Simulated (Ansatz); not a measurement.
CH₇FGaN

```json
{"atom": "Ga", "x (Å)": "-0.2149", "y (Å)": "1.2547", "z (Å)": "1.0935"}
{"atom": "N", "x (Å)": "0.5832", "y (Å)": "-0.3210", "z (Å)": "-0.0638"}
{"atom": "C", "x (Å)": "-0.3488", "y (Å)": "-1.0830", "z (Å)": "-0.9048"}
{"atom": "H", "x (Å)": "-1.7362", "y (Å)": "1.2675", "z (Å)": "0.6890"}
{"atom": "H", "x (Å)": "0.3654", "y (Å)": "1.0033", "z (Å)": "2.5351"}
{"atom": "H", "x (Å)": "1.2279", "y (Å)": "0.2189", "z (Å)": "-0.6393"}
{"atom": "F", "x (Å)": "0.7805", "y (Å)": "2.4156", "z (Å)": "0.1281"}
{"atom": "H", "x (Å)": "1.1496", "y (Å)": "-0.9470", "z (Å)": "0.5014"}
{"atom": "H", "x (Å)": "-1.0363", "y (Å)": "-1.6380", "z (Å)": "-0.2675"}
{"atom": "H", "x (Å)": "-0.9363", "y (Å)": "-0.3890", "z (Å)": "-1.5034"}
{"atom": "H", "x (Å)": "0.1658", "y (Å)": "-1.7820", "z (Å)": "-1.5683"}
```

Computed with RKS PBE0-D4/def2-mTZVP in Ansatz.

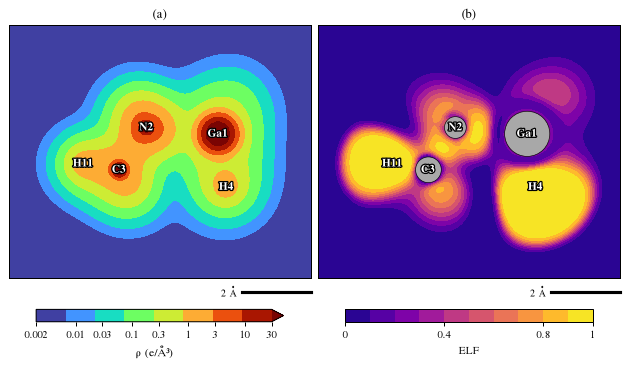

Figure 1. (a) electron density; (b) ELF on the plane of atoms N2, Ga1 and H4. Grey discs cover the atomic cores in the ELF map.

Question: What do the fields say about this system?

Answer:
- Atoms in the plane: Ga, N, C and H.
- C–N (1.47 Å): the density is about 1.8 e/Å³ at the midpoint; the ELF peaks at about 0.95 between the atoms; localised, covalent bonding.
- Ga–N (2.11 Å): the density is about 0.49 e/Å³ at the midpoint; the ELF peaks at about 0.95 in the valence shell of N, 0.7 Å from its nucleus, and is about 0.35 at the midpoint.
- C–H (1.09 Å): ρ is about 2 e/Å³ halfway; the ELF climbs to about 1 towards the hydrogen, as it does in any bond to H: a covalent bond by its length.
- Ga–H (1.57 Å): the density is about 0.95 e/Å³ at the midpoint; the ELF climbs to about 1 towards the hydrogen.

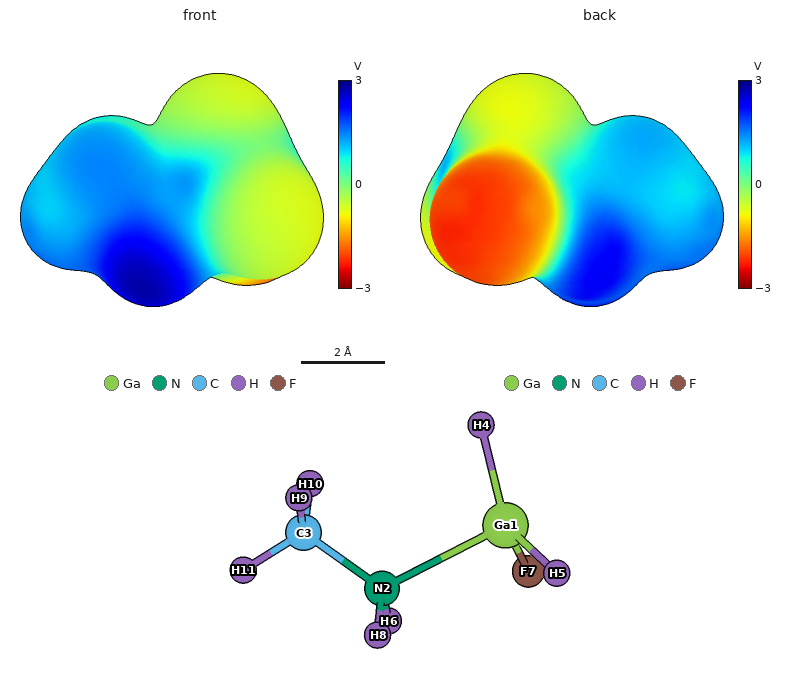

Figure 2. The molecular electrostatic potential painted on the density surface at 0.002 e/bohr³, seen from the front and from behind; the colour scale runs from red (negative) to blue (positive). The bare structure is drawn below in the same view.

Question: Which sites attract a positive test charge, and which a negative one?

Answer: A positive charge is drawn to the negative regions and a negative charge to the positive ones. The most negative region (about −2.2 V, or −51 kcal/mol for a unit charge) lies over F7, the most positive (about +2.7 V, or +62 kcal/mol for a unit charge) over H8.

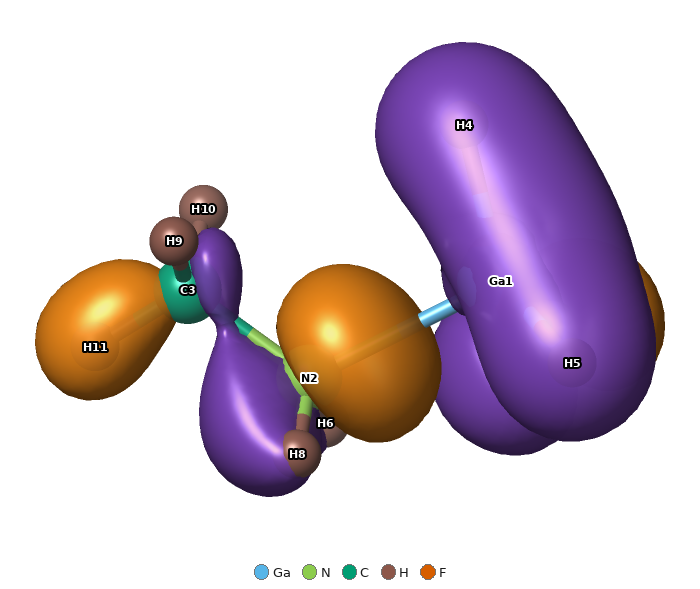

Figure 3. The HOMO−1 at ±0.1 Å⁻³ᐟ² (orange and purple are the two phases), seen across its widest extent.

Question: Where does this orbital lie, and at what energy?

Answer: It lies mainly on F7 (about 30 %), N2 (about 25 %), Ga1 (about 20 %), H4 (about 10 %) and H5 (about 10 %). Its energy is −8.82 eV.

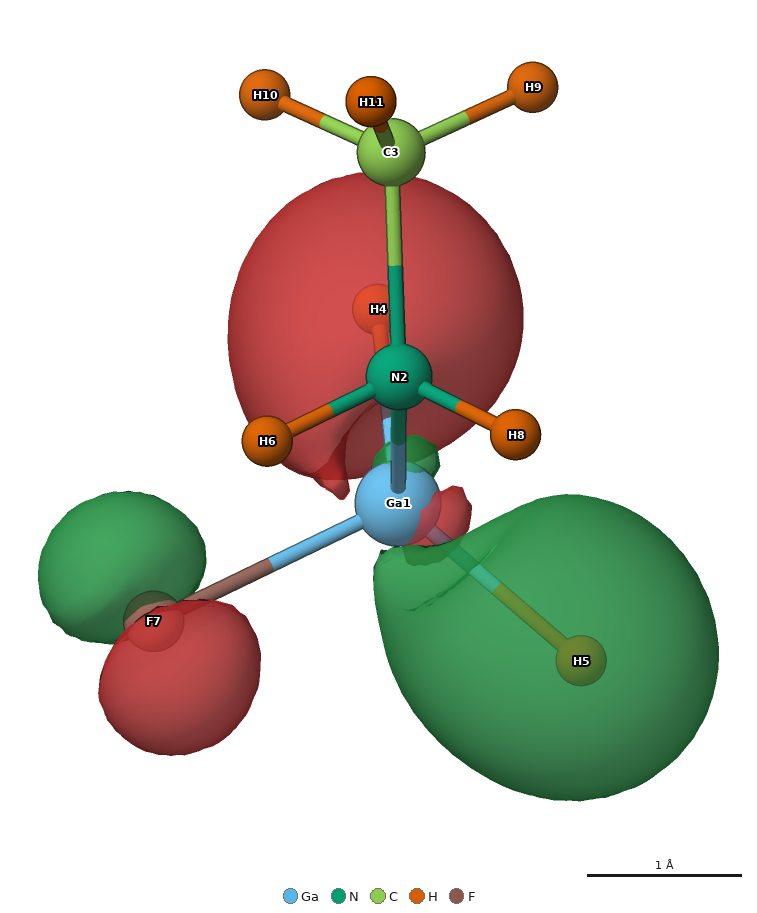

Figure 4. The HOMO at ±0.15 Å⁻³ᐟ² (green and red are the two phases), seen at an oblique angle.

Question: Where does this orbital lie, and at what energy?

Answer: Its weight (Hirshfeld) is mainly on Ga1 (about 30 %), H5 (about 25 %), H4 (about 25 %) and F7 (about 15 %). Its energy is −7.77 eV.
